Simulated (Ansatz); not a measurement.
## Si, pressure series

The parent structure is Si in the diamond structure (space group Fd-3m, No. 227; a = 5.470 Å).

Cell and atoms are relaxed at each pressure.

Levels (all Ansatz, a quantum-chemistry and plane-wave program, PAW): PBE (420 eV, no spin-orbit coupling); r2SCAN (500 eV, without spin-orbit coupling).

The base cell above is that of PBE; each level relaxes its own structures.

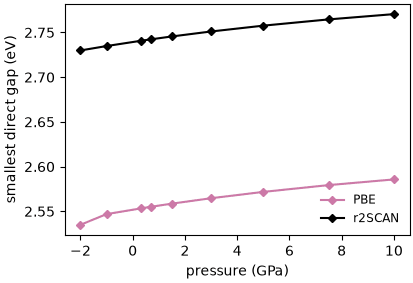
*Smallest direct gap under two levels*

Problem. How do the two levels compare along the series?

Solution. PBE lies below r2SCAN in every row, by 0.18 eV to 0.19 eV. Near ties aside, they put the cases in the same order.

Load acts through the strain it causes; cell and atoms are relaxed under it. Whether these cells are dynamically stable was not tested. Tetrahedral semiconductors of this kind turn to denser phases somewhere between about 1 and 50 GPa; those were not computed, so compressed cells here can lie past the real transition.
